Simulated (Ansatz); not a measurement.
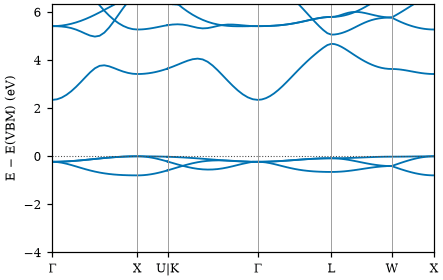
*Band structure from the program Ansatz at the PBEsol level (PAW)*

Problem. Read off the gap and where the band edges lie.

Solution. About 2.3 eV (2.35 eV by a search for the band edges); maximum at X, minimum at Γ.

The material is K2S (anti-fluorite, space group No. 225).

Space group Fm-3m (anti-fluorite). Symmetry was held in the PBEsol relaxation.

Potentials: the later of the program's two PAW sets.
